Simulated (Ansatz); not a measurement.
Cost and result by functional for the adsorption energy of F on the 1x1 (110) surface of bcc W, one in a 2x2 cell, started at the site 'top W', in Ansatz (plane waves, PAW). Single points on the PBE structure, on one kind of machine; costs are rough ratios of the slab run's core time (references not counted) to the cheapest single point. r2SCAN's cost holds its higher cutoff (500 against 420 eV). Differences are taken against r2SCAN for comparison alone: no measured value is at hand, so the table doesn't rank accuracy.

Model: 17-atom slab, 6.6 Å thick at the start under the adsorbate (thin: gaps and levels are the slab's own), 6x6x1 mesh, Fermi-Dirac 0.1 eV, dipole correction, 8 atoms held, the rest relaxed; symmetry of the start imposed; no spin, no spin-orbit, no U, no dispersion correction. At the end it is bonded to W. In PBE it is, or lies within 0.03 eV of, the lowest of the starts that converged. These notes are the PBE run's. Adsorption energies are against ½ F2(g). A negative adsorption energy means that the adsorbate is more stable on the surface than in its reference.

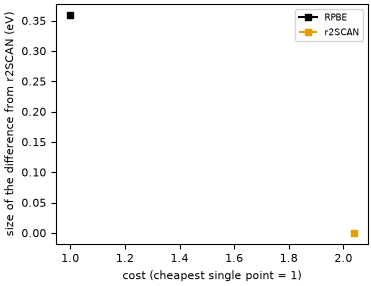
Difference from r2SCAN against cost

| functional | relative cost | adsorption energy (eV) | less r2SCAN (eV) |
|---|---|---|---|
| RPBE | 1 | -3.65 | 0.36 |
| r2SCAN | 2 | -4.00 | 0.00 |
| PBE (the relaxed run's value) | – | -3.77 | 0.23 |

The values span 0.36 eV, while the single points' costs differ by a factor of roughly 2. Differences are of unrounded values.

Ansatz is a first-principles code.
